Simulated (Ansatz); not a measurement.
# B3N3H6 (borazine): HF/3-21G

Aim: the energy change on altering one bond length of B3N3H6 (borazine) at HF/3-21G, from 2 runs. 

The results are computed with Ansatz 0.2.0.

43 further runs of the same task are left out: 1 that didn't finish, 42 set aside as unsound or not needed.

## Step 1: The system as given

B3N3H6 has 12 atoms, charge 0, and is taken as a singlet. SMILES: `B1NBNBN1`. The shape is that of a PBE0-D4/def2-TZVP optimisation. This is one conformer, not always the lowest.

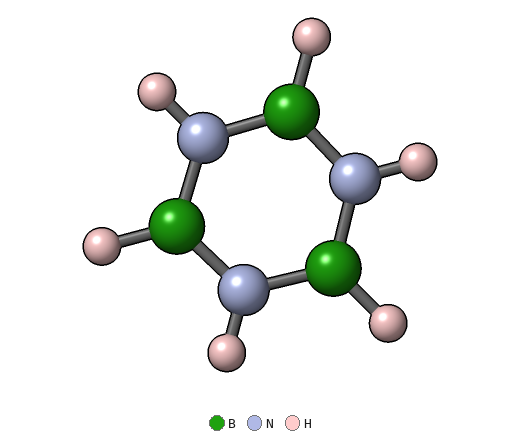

The structure, seen from a chosen angle (boron green, nitrogen light blue, hydrogen pink).

## Step 2: A single-point energy at HF/3-21G

File job.yaml:

```yaml
crystal:
  periodic: [false, false, false]
  atoms:
    - {symbol: B, position_ang: [-0.725600, -1.223220, 0.253660]}
    - {symbol: "N", position_ang: [0.524170, -0.956610, 0.883320]}
    - {symbol: B, position_ang: [1.265120, 0.238610, 0.655490]}
    - {symbol: "N", position_ang: [0.704960, 1.188460, -0.246430]}
    - {symbol: B, position_ang: [-0.539530, 0.984630, -0.909140]}
    - {symbol: "N", position_ang: [-1.229160, -0.231820, -0.636840]}
    - {symbol: H, position_ang: [-1.326890, -2.236960, 0.463830]}
    - {symbol: H, position_ang: [0.899850, -1.642240, 1.516360]}
    - {symbol: H, position_ang: [2.313570, 0.436330, 1.198680]}
    - {symbol: H, position_ang: [1.210210, 2.040210, -0.423070]}
    - {symbol: H, position_ang: [-0.986620, 1.800580, -1.662600]}
    - {symbol: H, position_ang: [-2.110080, -0.397960, -1.093280]}
basis:
  gaussian:
    orbitals: 3-21G.json
hamiltonian:
  xc: hf
output: {orbitals: {seedname: orbitals}}
accuracy: high
```

The basis set 3-21G is read from a file made from the Basis Set Exchange's data (not shown).

The run is started by

```bash
$ ansatz run job.yaml --threads 1 --pin off --max-ram 3480MiB --events-out events.jsonl --progress --plain --runs-dir runs
```

Standard output:

```text
Warning: RAYON_NUM_THREADS=1 ignored (pool sized by the plan → 1); use --threads N
Functional definition: HF
  name "HF"
  exchange = exact_x
  correlation = 0
1755 factors; integrals over basis functions are off by at most 9.7e-9 eV
mean field evaluation 1: about -6522.4238 eV, gradient 3.9e1 eV
mean field evaluation 2: about -6522.8551 eV, gradient 3.9e1 eV
mean field evaluation 4: about -6526.3696 eV, gradient 3.1e0 eV
mean field evaluation 8: about -6526.4087 eV, gradient 5.6e-2 eV
mean field evaluation 16: about -6526.4087 eV, gradient 1.6e-8 eV
mean field -6526.40873594 eV, -239.8410972870 hartree, gradient 1.6e-8 eV, S^2 0.000000; 0 other end points of the search recorded, 0 dependent functions left out
reference -6526.40873594 eV, -239.8410972870 hartree; 21, 21 occupied and 45, 45 virtual orbitals, 1755 factors
Total energy: -6526.40873594 eV, -239.8410972870 hartree
```

It took 2.9 s on 1 thread of Intel Xeon Platinum 8175M at 2.50GHz (Skylake/Cascade Lake), shared host; peak memory 0.19 GiB.

## Step 3: The distorted shape

File input.yaml:

```yaml
crystal:
  periodic: [false, false, false]
  atoms:
    - symbol: B
      position_ang: [-0.424937, -0.716319, 0.148569]
    - symbol: "N"
      position_ang: [0.824833, -0.449709, 0.778229]
    - symbol: B
      position_ang: [1.565783, 0.745511, 0.550399]
    - symbol: "N"
      position_ang: [1.005623, 1.695361, -0.351521]
    - symbol: B
      position_ang: [-0.238867, 1.491531, -1.014231]
    - symbol: "N"
      position_ang: [-0.928497, 0.275081, -0.741931]
    - symbol: H
      position_ang: [-1.326890, -2.236960, 0.463830]
    - symbol: H
      position_ang: [1.200513, -1.135339, 1.411269]
    - symbol: H
      position_ang: [2.614233, 0.943231, 1.093589]
    - symbol: H
      position_ang: [1.510873, 2.547111, -0.528161]
    - symbol: H
      position_ang: [-0.685957, 2.307481, -1.767691]
    - symbol: H
      position_ang: [-1.809417, 0.108941, -1.198371]
basis:
  gaussian:
    orbitals: 3-21G.json
output:
  orbitals: {seedname: orbitals}
hamiltonian:
  xc: hf
total_charge: 0
accuracy: high
```

The basis set 3-21G is read from a file made from the Basis Set Exchange's data (not shown).

The run is started by

```bash
$ ansatz run input.yaml --threads 1 --pin off --max-ram 3480MiB --events-out events.jsonl --progress --plain --runs-dir runs
```

Standard output:

```text
Warning: RAYON_NUM_THREADS=1 ignored (pool sized by the plan → 1); use --threads N
[... 4 set-up lines as earlier in the session ...]
1755 factors; integrals over basis functions are off by at most 8.2e-9 eV
mean field evaluation 1: about -6520.5324 eV, gradient 3.8e1 eV
mean field evaluation 2: about -6520.9483 eV, gradient 3.9e1 eV
mean field evaluation 4: about -6524.4089 eV, gradient 3.3e0 eV
mean field evaluation 8: about -6524.4529 eV, gradient 6.3e-2 eV
mean field evaluation 16: about -6524.4529 eV, gradient 3.0e-8 eV
mean field -6524.45290757 eV, -239.7692219203 hartree, gradient 3.0e-8 eV, S^2 0.000000; 0 other end points of the search recorded, 0 dependent functions left out
reference -6524.45290757 eV, -239.7692219203 hartree; 21, 21 occupied and 45, 45 virtual orbitals, 1755 factors
Total energy: -6524.45290757 eV, -239.7692219203 hartree
```

Run time: 2.8 s. Hardware: 1 thread of Intel Xeon Platinum 8175M at 2.50GHz (Skylake/Cascade Lake), shared host; peak memory 0.19 GiB.

## Step 4: Outcome

Level: HF/3-21G.

| quantity | value |
| --- | --- |
| first shape: total energy | -239.84110 Eh |
| first shape: HOMO energy | -11.00 eV |
| first shape: LUMO energy | 4.85 eV |
| first shape: HOMO–LUMO gap | 15.84 eV |
| distorted shape: total energy | -239.76922 Eh |
| distorted shape: HOMO energy | -10.43 eV |
| distorted shape: LUMO energy | 4.58 eV |
| distorted shape: HOMO–LUMO gap | 15.01 eV |
| energy change with the B1–H7 bond stretched from 1.197 to 1.796 Å | 1.956 eV |

**Reading.** With the B1–H7 bond stretched from 1.197 to 1.796 Å the energy rises by 1.96 eV (189 kJ/mol). The first shape isn't relaxed at this level, so the change isn't measured from a minimum.
